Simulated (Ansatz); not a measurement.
# Geometry relaxation, with input and output: C$_{3}$H$_{11}$AlS (part 3 of 3)

The same run, continued: C$_{3}$H$_{11}$AlS; RKS BLYP/def2-SVP (Ansatz 0.2.0). It belongs to a series of runs on one base structure; here: end point B relaxed.

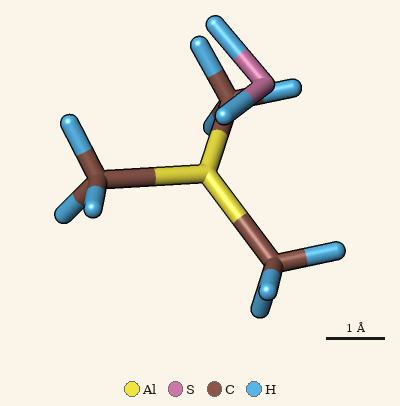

The geometry at step 23 of the log (stick view, seen at a tilt).

**Trajectory as extended XYZ, continued**
```
16
Properties=species:S:1:pos:R:3:forces:R:3 step=18 energy=-20712.98538
Al   -0.2883   -0.1566    0.0038    0.0022  -0.0142   0.0070
S     2.3674    0.3608   -0.6082    0.0018   0.0891   0.0490
C    -0.1238   -2.1268    0.2515   -0.0081   0.0054  -0.0040
C    -1.0396    0.5340   -1.7095    0.0021   0.0053  -0.0073
H     2.7900    0.6367    0.6629   -0.0223  -0.0186  -0.0665
C    -0.4281    0.9933    1.6293   -0.0093   0.0065   0.0061
H     2.1894    1.6862   -0.8934    0.0167  -0.0669   0.0181
H     0.5581   -2.4185    1.0793    0.0061  -0.0001   0.0060
H    -1.1195   -2.5553    0.5079   -0.0021  -0.0002   0.0016
H     0.2152   -2.6572   -0.6641    0.0040  -0.0022  -0.0041
H    -0.6506    0.0089   -2.6088   -0.0006  -0.0005   0.0021
H    -0.8751    1.6234   -1.8601   -0.0023  -0.0014  -0.0021
H    -2.1436    0.3856   -1.7212    0.0013  -0.0001   0.0036
H     0.2465    0.6776    2.4553    0.0029   0.0027  -0.0047
H    -0.2364    2.0709    1.4326    0.0032  -0.0030   0.0018
H    -1.4614    0.9373    2.0425    0.0044  -0.0017  -0.0065
16
Properties=species:S:1:pos:R:3:forces:R:3 step=19 energy=-20712.98566
Al   -0.2922   -0.1560    0.0017    0.0061   0.0178  -0.0006
S     2.3578    0.3704   -0.6103    0.0016  -0.0579  -0.0502
C    -0.1213   -2.1252    0.2514    0.0073   0.0236  -0.0022
C    -1.0457    0.5318   -1.7118   -0.0039  -0.0009  -0.0004
H     2.7922    0.6072    0.6587    0.0189   0.0014   0.0571
C    -0.4301    0.9955    1.6264   -0.0107  -0.0015   0.0011
H     2.2184    1.7014   -0.8665   -0.0187   0.0416  -0.0056
H     0.5669   -2.4134    1.0745    0.0156  -0.0039   0.0196
H    -1.1132   -2.5556    0.5162   -0.0250  -0.0063   0.0058
H     0.2126   -2.6568   -0.6645    0.0089  -0.0116  -0.0241
H    -0.6588    0.0039   -2.6103    0.0002  -0.0016  -0.0003
H    -0.8815    1.6207   -1.8660    0.0000  -0.0009   0.0005
H    -2.1497    0.3835   -1.7203   -0.0032   0.0001  -0.0006
H     0.2462    0.6806    2.4512    0.0026  -0.0001   0.0003
H    -0.2387    2.0729    1.4290    0.0015  -0.0009  -0.0023
H    -1.4628    0.9390    2.0406   -0.0013   0.0009   0.0018
16
Properties=species:S:1:pos:R:3:forces:R:3 step=20 energy=-20712.98642
Al   -0.2902   -0.1516   -0.0007    0.0019  -0.0025  -0.0009
S     2.3554    0.3697   -0.6215    0.0019   0.0026   0.0000
C    -0.1144   -2.1207    0.2514   -0.0006   0.0032   0.0004
C    -1.0496    0.5313   -1.7138   -0.0014  -0.0004   0.0025
H     2.8025    0.5631    0.6532    0.0006  -0.0048  -0.0010
C    -0.4320    1.0004    1.6233    0.0000   0.0007  -0.0003
H     2.2080    1.7101   -0.8296   -0.0005   0.0003   0.0033
H     0.5736   -2.4064    1.0766   -0.0002   0.0013  -0.0004
H    -1.1068   -2.5525    0.5157    0.0012  -0.0003  -0.0009
H     0.2218   -2.6532   -0.6642    0.0000   0.0008   0.0008
H    -0.6667   -0.0008   -2.6115   -0.0012  -0.0003  -0.0012
H    -0.8851    1.6194   -1.8730    0.0000  -0.0011  -0.0003
H    -2.1538    0.3842   -1.7166   -0.0010  -0.0003  -0.0010
H     0.2454    0.6879    2.4481   -0.0001   0.0006  -0.0002
H    -0.2433    2.0782    1.4252   -0.0004  -0.0003  -0.0009
H    -1.4646    0.9411    2.0373   -0.0001   0.0004   0.0001
16
Properties=species:S:1:pos:R:3:forces:R:3 step=21 energy=-20712.98537 accepted=F
Al   -0.2904   -0.1419   -0.0090   -0.0021  -0.0160  -0.0030
S     2.3444    0.3783   -0.6441    0.0477   0.2135   0.1810
C    -0.0982   -2.1092    0.2508   -0.0026  -0.0044   0.0073
C    -1.0664    0.5270   -1.7206    0.0003  -0.0030   0.0075
H     2.8306    0.4406    0.6393   -0.0765  -0.0041  -0.1998
C    -0.4365    1.0132    1.6125    0.0147  -0.0007  -0.0060
H     2.2145    1.7433   -0.7198    0.0318  -0.2000   0.0194
H     0.5934   -2.3861    1.0767   -0.0100   0.0050  -0.0126
H    -1.0873   -2.5467    0.5196    0.0122   0.0001  -0.0055
H     0.2401   -2.6442   -0.6632   -0.0055   0.0056   0.0109
H    -0.6942   -0.0157   -2.6165   -0.0029   0.0030   0.0004
H    -0.9024    1.6131   -1.8933   -0.0001  -0.0036  -0.0002
H    -2.1709    0.3814   -1.7084    0.0037   0.0008  -0.0024
H     0.2461    0.7078    2.4358   -0.0043  -0.0001   0.0012
H    -0.2552    2.0917    1.4114   -0.0042   0.0023  -0.0010
H    -1.4676    0.9475    2.0289   -0.0022   0.0015   0.0027
16
Properties=species:S:1:pos:R:3:forces:R:3 step=22 energy=-20712.98687
Al   -0.2906   -0.1471   -0.0051   -0.0024  -0.0043  -0.0028
S     2.3506    0.3749   -0.6315    0.0093   0.0477   0.0344
C    -0.1066   -2.1151    0.2508    0.0015   0.0045   0.0033
C    -1.0590    0.5287   -1.7171   -0.0001  -0.0019   0.0043
H     2.8140    0.5028    0.6476   -0.0136  -0.0064  -0.0407
C    -0.4339    1.0068    1.6175    0.0060  -0.0003  -0.0032
H     2.2163    1.7270   -0.7746    0.0060  -0.0406   0.0081
H     0.5834   -2.3962    1.0760   -0.0006   0.0010  -0.0007
H    -1.0968   -2.5501    0.5175   -0.0007  -0.0014  -0.0012
H     0.2305   -2.6487   -0.6638   -0.0002  -0.0003  -0.0010
H    -0.6818   -0.0084   -2.6142   -0.0011   0.0007  -0.0007
H    -0.8948    1.6159   -1.8829    0.0001  -0.0011  -0.0004
H    -2.1633    0.3823   -1.7123    0.0003   0.0001  -0.0009
H     0.2465    0.6981    2.4414   -0.0013   0.0003   0.0011
H    -0.2491    2.0849    1.4175   -0.0017   0.0012  -0.0009
H    -1.4654    0.9443    2.0333   -0.0016   0.0007   0.0013
16
Properties=species:S:1:pos:R:3:forces:R:3 step=23 energy=-20712.98703
Al   -0.2916   -0.1429   -0.0092   -0.0035  -0.0034  -0.0047
S     2.3462    0.3804   -0.6395    0.0192   0.0885   0.0700
C    -0.0993   -2.1098    0.2502    0.0033   0.0120   0.0059
C    -1.0676    0.5265   -1.7204   -0.0002  -0.0034   0.0059
H     2.8225    0.4477    0.6413   -0.0278  -0.0036  -0.0787
C    -0.4359    1.0125    1.6123    0.0095  -0.0016  -0.0060
H     2.2264    1.7406   -0.7235    0.0105  -0.0832   0.0102
H     0.5947   -2.3864    1.0733    0.0032  -0.0001   0.0041
H    -1.0866   -2.5477    0.5219   -0.0090  -0.0048   0.0002
H     0.2362   -2.6444   -0.6641    0.0022  -0.0049  -0.0097
H    -0.6947   -0.0147   -2.6169   -0.0006   0.0013   0.0001
H    -0.9043    1.6128   -1.8918    0.0001  -0.0012  -0.0001
H    -2.1719    0.3800   -1.7092    0.0010   0.0009  -0.0012
H     0.2470    0.7072    2.4352   -0.0018  -0.0002   0.0024
H    -0.2546    2.0909    1.4105   -0.0026   0.0026  -0.0012
H    -1.4665    0.9474    2.0297   -0.0033   0.0010   0.0027
16
Properties=species:S:1:pos:R:3:forces:R:3 step=24 energy=-20712.98743
Al   -0.2940   -0.1403   -0.0132   -0.0044   0.0110   0.0001
S     2.3408    0.3896   -0.6419    0.0200   0.0325   0.0208
C    -0.0947   -2.1060    0.2496    0.0127   0.0241   0.0095
C    -1.0761    0.5239   -1.7235    0.0027  -0.0054   0.0079
H     2.8314    0.4063    0.6326   -0.0124  -0.0069  -0.0255
C    -0.4378    1.0167    1.6074    0.0110  -0.0076  -0.0108
H     2.2459    1.7517   -0.6779   -0.0055  -0.0319   0.0008
H     0.6070   -2.3782    1.0674    0.0091  -0.0018   0.0124
H    -1.0778   -2.5455    0.5315   -0.0244  -0.0092   0.0028
H     0.2343   -2.6425   -0.6651    0.0065  -0.0137  -0.0259
H    -0.7058   -0.0199   -2.6194    0.0000   0.0011  -0.0016
H    -0.9145    1.6098   -1.8991    0.0008  -0.0003   0.0004
H    -2.1801    0.3763   -1.7079   -0.0016   0.0006  -0.0012
H     0.2469    0.7131    2.4294   -0.0015  -0.0023   0.0056
H    -0.2578    2.0949    1.4044   -0.0042   0.0067  -0.0034
H    -1.4677    0.9503    2.0258   -0.0089   0.0030   0.0081
16
Properties=species:S:1:pos:R:3:forces:R:3 step=25 energy=-20712.98701 accepted=F
Al   -0.2915   -0.1294   -0.0209   -0.0206  -0.0186  -0.0163
S     2.3418    0.3980   -0.6632   -0.0010   0.1240   0.1000
C    -0.0771   -2.0927    0.2481    0.0065   0.0272   0.0227
C    -1.0907    0.5202   -1.7287    0.0056  -0.0014   0.0098
H     2.8350    0.2920    0.6083   -0.0197   0.0010  -0.0751
C    -0.4415    1.0303    1.5973    0.0343  -0.0063  -0.0168
H     2.2457    1.7605   -0.5650    0.0209  -0.1092  -0.0173
H     0.6364   -2.3567    1.0584    0.0099  -0.0033   0.0135
H    -1.0537   -2.5360    0.5455   -0.0276  -0.0134   0.0041
H     0.2428   -2.6327   -0.6674    0.0100  -0.0164  -0.0347
H    -0.7266   -0.0289   -2.6237    0.0032   0.0004  -0.0006
H    -0.9341    1.6052   -1.9137   -0.0004   0.0027  -0.0020
H    -2.1941    0.3693   -1.7020   -0.0026   0.0021   0.0012
H     0.2466    0.7338    2.4189   -0.0014  -0.0008   0.0087
H    -0.2687    2.1089    1.3907   -0.0055   0.0123  -0.0006
H    -1.4702    0.9586    2.0174   -0.0117  -0.0003   0.0034
16
Properties=species:S:1:pos:R:3:forces:R:3 step=26 energy=-20712.98774
Al   -0.2965   -0.1380   -0.0151    0.0101   0.0091  -0.0058
S     2.3371    0.3974   -0.6539    0.0114   0.0325   0.0320
C    -0.0873   -2.1025    0.2501    0.0004   0.0051   0.0053
C    -1.0820    0.5221   -1.7248   -0.0061  -0.0060   0.0048
H     2.8349    0.3517    0.6174   -0.0105   0.0021  -0.0328
C    -0.4385    1.0234    1.6025    0.0011  -0.0054  -0.0018
H     2.2448    1.7601   -0.6258    0.0019  -0.0371   0.0023
H     0.6156   -2.3708    1.0687   -0.0011   0.0005  -0.0002
H    -1.0694   -2.5459    0.5323   -0.0024  -0.0036  -0.0012
H     0.2437   -2.6389   -0.6650    0.0006  -0.0016  -0.0030
H    -0.7132   -0.0231   -2.6204    0.0001  -0.0002   0.0003
H    -0.9207    1.6076   -1.9029    0.0006   0.0005   0.0015
H    -2.1861    0.3748   -1.7068   -0.0011   0.0016  -0.0030
H     0.2485    0.7250    2.4247   -0.0009   0.0009  -0.0001
H    -0.2633    2.1017    1.3951   -0.0008   0.0002  -0.0018
H    -1.4673    0.9557    2.0240   -0.0034   0.0015   0.0034
16
Properties=species:S:1:pos:R:3:forces:R:3 step=27 energy=-20712.98761 accepted=F
Al   -0.2927   -0.1325   -0.0205   -0.0220  -0.0159   0.0178
S     2.3414    0.4023   -0.6577    0.0076   0.0624   0.0441
C    -0.0818   -2.0962    0.2494    0.0049   0.0010   0.0019
C    -1.0925    0.5193   -1.7266    0.0151   0.0039  -0.0049
H     2.8588    0.3061    0.6037   -0.0278   0.0012  -0.0460
C    -0.4412    1.0285    1.5968    0.0101   0.0028  -0.0026
H     2.2514    1.7637   -0.5737    0.0113  -0.0569  -0.0051
H     0.6210   -2.3618    1.0690    0.0000  -0.0005  -0.0007
H    -1.0633   -2.5410    0.5318   -0.0012   0.0015  -0.0025
H     0.2505   -2.6342   -0.6644    0.0017  -0.0038  -0.0019
H    -0.7273   -0.0277   -2.6225   -0.0005   0.0014  -0.0019
H    -0.9341    1.6046   -1.9087   -0.0012   0.0015  -0.0033
H    -2.1962    0.3700   -1.7023    0.0034  -0.0017   0.0069
H     0.2474    0.7349    2.4192    0.0001   0.0019  -0.0007
H    -0.2716    2.1075    1.3877   -0.0004   0.0029   0.0024
H    -1.4697    0.9566    2.0188   -0.0011  -0.0018  -0.0035
16
Properties=species:S:1:pos:R:3:forces:R:3 step=28 energy=-20712.98785
Al   -0.2935   -0.1352   -0.0168   -0.0137   0.0009  -0.0059
S     2.3387    0.4015   -0.6595   -0.0007   0.0070   0.0157
C    -0.0843   -2.0995    0.2500    0.0074   0.0021   0.0029
C    -1.0864    0.5204   -1.7247   -0.0002  -0.0006   0.0013
H     2.8371    0.3275    0.6090    0.0023  -0.0013  -0.0090
C    -0.4397    1.0261    1.6004    0.0072   0.0001  -0.0014
H     2.2533    1.7625   -0.6022   -0.0013  -0.0083  -0.0011
H     0.6154   -2.3671    1.0715    0.0003  -0.0017   0.0010
H    -1.0671   -2.5443    0.5278   -0.0019   0.0015  -0.0013
H     0.2511   -2.6359   -0.6636    0.0011  -0.0018  -0.0022
H    -0.7197   -0.0255   -2.6206    0.0005   0.0002   0.0001
H    -0.9266    1.6059   -1.9046    0.0000   0.0005  -0.0009
H    -2.1903    0.3722   -1.7033    0.0000   0.0003   0.0007
H     0.2487    0.7314    2.4226   -0.0004   0.0013   0.0013
H    -0.2686    2.1049    1.3916   -0.0004   0.0011   0.0003
H    -1.4682    0.9555    2.0225   -0.0002  -0.0014  -0.0014
```

The run was set up as follows.

**Input**
```yaml
crystal:
  periodic: [false, false, false]
  atoms:
    - { symbol: Al, position_ang: [-0.478233, -0.27884, -0.023239] }
    - { symbol: S, position_ang: [2.91978, 0.760799, -0.136716] }
    - { symbol: C, position_ang: [-0.331618, -2.237444, 0.242344] }
    - { symbol: C, position_ang: [-1.073852, 0.492307, -1.750613] }
    - { symbol: H, position_ang: [1.985088, 1.105048, 0.795456] }
    - { symbol: C, position_ang: [-0.262851, 0.90732, 1.543971] }
    - { symbol: H, position_ang: [2.538318, 1.786031, -0.957432] }
    - { symbol: H, position_ang: [0.705793, -2.511251, 0.538455] }
    - { symbol: H, position_ang: [-0.986966, -2.582442, 1.072957] }
    - { symbol: H, position_ang: [-0.586046, -2.838506, -0.655242] }
    - { symbol: H, position_ang: [-0.529494, 0.052127, -2.614336] }
    - { symbol: H, position_ang: [-0.962411, 1.596106, -1.80647] }
    - { symbol: H, position_ang: [-2.151356, 0.268491, -1.923689] }
    - { symbol: H, position_ang: [0.374766, 0.483455, 2.353096] }
    - { symbol: H, position_ang: [0.10482, 1.931708, 1.30822] }
    - { symbol: H, position_ang: [-1.265638, 1.065291, 2.013237] }
basis:
  gaussian: { orbitals: def2-SVP }
hamiltonian:
  xc: blyp
relax:
  f_tol: 0.03
  max_steps: 50
```

Run as:
```bash
ansatz run input.yaml --threads 4 --pin off --max-ram 5120MiB --backend cpu --events-out ev --progress --plain --runs-dir out
```

**Key numbers**

| quantity | value |
| --- | --- |
| outcome | converged |
| total energy | −20712.9882 eV |
| mean-field energy | −20712.9882 eV |
| largest force (length of the vector) at the end | 0.017 eV/Å |
| hardware | 4 threads of Arm Neoverse N1, 16 GiB of memory available, shared host |
| wall time | 77 s (CPU time 4.8 min) |
| peak memory | 0.18 GiB |
